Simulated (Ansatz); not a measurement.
# HfB2 (P6/mmm): relaxations under a series of pressures, by script

A script is to give relaxations under a series of pressures; the system is HfB2 (P6/mmm).

All numbers are computed with Ansatz 0.2.0, driven from Python. Level of theory: DFT LDA, plane waves, PAW.

**1. The system**

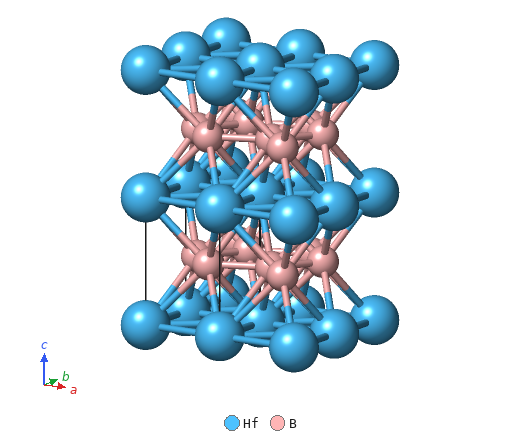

The structure that the script starts from, seen slightly off an axis (hafnium blue, boron pink). 2×2×2 cells are drawn. Atoms on cell faces are repeated.

The script holds or builds the structure itself.

**2. Script**

The input, hfb2_compress.py:

```python
import warnings

import ansatz as az
import numpy as np

def edges_and_angles(cell):
    cell = np.asarray(cell)
    a, b, c = np.linalg.norm(cell, axis=1)
    cosines = cell[1] @ cell[2] / (b * c), cell[0] @ cell[2] / (a * c), cell[0] @ cell[1] / (a * b)
    return (a, b, c, *np.degrees(np.arccos(cosines)))


def main() -> None:
    warnings.simplefilter("ignore", az.DeckWarning)

    xtal = (
        az.Lattice.from_parameters(3.14, 3.14, 3.48, alpha=90, beta=90, gamma=120)
        .space_group(191)
        .atom("Hf", [0.0, 0.0, 0.0])
        .atom("B", [1 / 3, 2 / 3, 0.5])
    )

    setup = xtal.calculation().kpoints(length=32).occupations("cold", width=0.1).functional("lda")

    rows = []
    for pressure in [0, 10, 20, 30, 40]:
        out = setup.relax(cell=True, pressure=pressure).run(threads=1)
        cell = out.lattice.cell_ang
        n_atoms = len(out.lattice.sites)
        volume = abs(np.linalg.det(cell)) / n_atoms
        enthalpy = out.report["free_energy_ev"] / n_atoms + pressure * volume / 160.21766
        rows.append((pressure, volume, enthalpy, *edges_and_angles(cell)))
        print(f"{pressure} GPa done: {volume:.4f} A^3/atom")

    print(" P (GPa)  V (A^3/atom)  H (eV/atom)     a       b       c")
    for row in rows:
        print("{:8.1f} {:12.4f} {:14.5f} {:7.4f} {:7.4f} {:7.4f}".format(*row[:6]))
    p, v = np.array([row[0] for row in rows], float), np.array([row[1] for row in rows])
    print("mean bulk modulus between rows (GPa):", np.round(-np.diff(p) / np.diff(np.log(v)), 1))


if __name__ == "__main__":
    main()
```

**3. The input behind the calls**

The package turns the script's settings into the engine's input (first run):

```yaml
crystal:
  lattice:
    a: 3.14
    b: 3.14
    c: 3.48
    alpha: 90.0
    beta: 90.0
    gamma: 120.0
  space_group: 191
  atoms:
    - { symbol: Hf, position: [0.0, 0.0, 0.0] }
    - { symbol: B, position: [0.3333333333333333, 0.6666666666666666, 0.5] }
kpoints:
  mp_grid:
    grid: [12, 12, 9]
hamiltonian:
  xc: lda
scf:
  occupations:
    method: cold
    width: 0.1
relax:
  cell:
    p_target: 0.0
```

**4. Running it**

Started as:

```bash
$ python hfb2_compress.py
```

Log:

```text
0 GPa done: 9.5129 A^3/atom
10 GPa done: 9.1933 A^3/atom
20 GPa done: 8.9193 A^3/atom
30 GPa done: 8.6794 A^3/atom
40 GPa done: 8.4667 A^3/atom
 P (GPa)  V (A^3/atom)  H (eV/atom)     a       b       c
     0.0       9.5129    -5259.89964  3.1024  3.1024  3.4239
    10.0       9.1933    -5259.31614  3.0696  3.0696  3.3799
    20.0       8.9193    -5258.75108  3.0407  3.0407  3.3418
    30.0       8.6794    -5258.20204  3.0147  3.0147  3.3083
    40.0       8.4667    -5257.66707  2.9911  2.9911  3.2783
mean bulk modulus between rows (GPa): [292.6 330.5 366.9 402.9]
```

It took 2 min on 1 thread of Arm Neoverse V1, shared host; peak memory 0.42 GiB.

**5. The runs side by side**

One row for each of the 5 runs:

```
run  pressure asked (GPa)  energy from run 1 (meV/atom)  final volume (Å³/atom)  pressure (GPa)  SCF cycles in all  CPU time (s)
  1                     0                          0.00                    9.51            0.00                 39            24
  2                    10                          9.70                    9.19           10.00                 39            23
  3                    20                         35.16                    8.92           20.00                 39            23
  4                    30                         72.42                    8.68           30.00                 40            24
  5                    40                        118.78                    8.47           40.00                 41            24
```

Energies are free energies F = E - TS of the smeared occupations. 

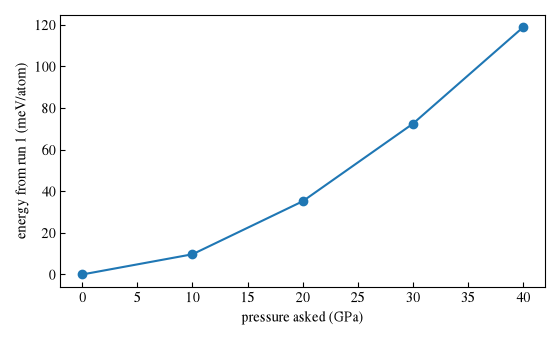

Energy against pressure asked; lines join the points.

**6. How the relaxation of run 1 went**

Step by step:

```
step  E - E(step 1) (eV/cell)  largest force component (eV/Å)  pressure (GPa)  volume (Å³)
   1                   0.0000                          0.0000          -10.19        29.71
   2                  -0.0289                          0.0000            4.05        28.11
   3                  -0.0392                          0.0000            0.26        28.53
   4                  -0.0400                          0.0000           -0.14        28.56
   5                  -0.0400                          0.0000            0.00        28.54
   6                  -0.0388                          0.0000           -0.05        28.54
   7                  -0.0388                          0.0000            0.00        28.54
   8                  -0.0388                          0.0000            0.00        28.54
```

Step 1 is the start. Steps 6, 8 each repeat the geometry before them on a plane-wave basis chosen anew, so the energy can jump there without any move.

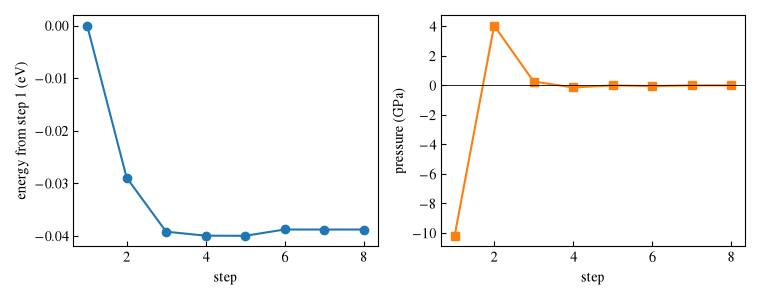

Energy and pressure along the relaxation.

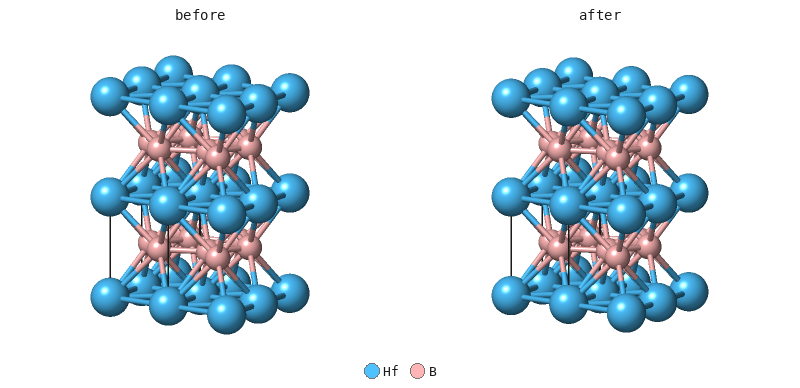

The structure before (left) and after (right) the relaxation, drawn at the same scale. The change is too small to see at this scale.

«Before» is this run's own start.

|  | before | after | change |
| --- | --- | --- | --- |
| a (Å) | 3.140 | 3.102 | -1.2 % |
| b (Å) | 3.140 | 3.102 | -1.2 % |
| c (Å) | 3.480 | 3.424 | -1.6 % |
| volume (Å³/atom) | 9.90 | 9.51 | -4.0 % |
| shortest distance (Å) | 1.813 | 1.791 | -1.2 % |
| space group (0.01 Å) | P6/mmm | P6/mmm | same |

The run keeps the 24 symmetry operations of the start, so it could not have lowered the symmetry.

**7. The relaxation of run 5, step by step**

The steps of the relaxation:

| step | E - E(step 1) (eV/cell) | largest force component (eV/Å) | pressure (GPa) | volume (Å³) |
| --- | --- | --- | --- | --- |
| 1 | 0.0000 | 0.0000 | -10.19 | 29.71 |
| 2 | 0.1368 | 0.0000 | 26.86 | 26.26 |
| 3 | 0.3585 | 0.0000 | 43.04 | 25.23 |
| 4 | 0.3101 | 0.0000 | 39.87 | 25.42 |
| 5 | 0.3120 | 0.0000 | 40.00 | 25.41 |
| 6 | 0.3153 | 0.0000 | 39.85 | 25.41 |
| 7 | 0.3175 | 0.0000 | 40.00 | 25.40 |
| 8 | 0.3176 | 0.0000 | 40.00 | 25.40 |

Step 1 is the start. Steps 6, 8 each repeat the geometry before them on a plane-wave basis chosen anew, so the energy can jump there without any move.

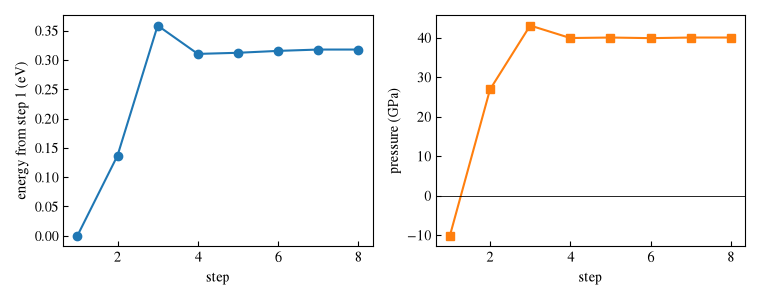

Energy and pressure along the relaxation.

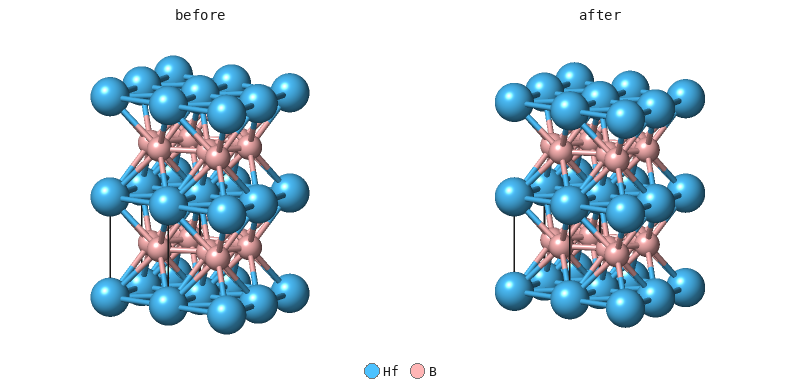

Before and after, at one scale.

«Before» is this run's own start.

|  | before | after | change |
| --- | --- | --- | --- |
| a (Å) | 3.140 | 2.991 | -4.7 % |
| b (Å) | 3.140 | 2.991 | -4.7 % |
| c (Å) | 3.480 | 3.278 | -5.8 % |
| volume (Å³/atom) | 9.90 | 8.47 | -14.5 % |
| shortest distance (Å) | 1.813 | 1.727 | -4.7 % |
| space group (0.01 Å) | P6/mmm | P6/mmm | same |

Forces and stress were held to the start's 24 operations: a distortion of lower symmetry was not tested.

Under a set pressure the enthalpy E + pV is minimised, so E itself may rise.

**8. What came out**

```
                                   quantity               value
bulk modulus between neighbouring pressures  292.6 to 402.9 GPa
                              runs compared                   5
                            range of energy     118.78 meV/atom
```

In words: The crystal stiffens as it is compressed. The volume falls from 9.51 Å³ an atom at 0 GPa to 8.47 at 40 GPa, by 11.0 %. Between 0 and 10 GPa, -V dP/dV is about 293 GPa, a mean over that step. In run 1, over 5 moves the cell shrank by 4.0 % in volume, and the space group stayed P6/mmm. In run 5, the volume shrank by 14.5 % over 5 moves under the 40 GPa asked, and the space group stayed P6/mmm. No spin polarisation was allowed. At a fixed pressure a relaxation lowers the enthalpy F + PV, while F alone can rise. Spin-orbit coupling, which matters for elements this heavy, is left out. Symmetry holds the cell in this phase, so another phase that may be stable under pressure is not reached.
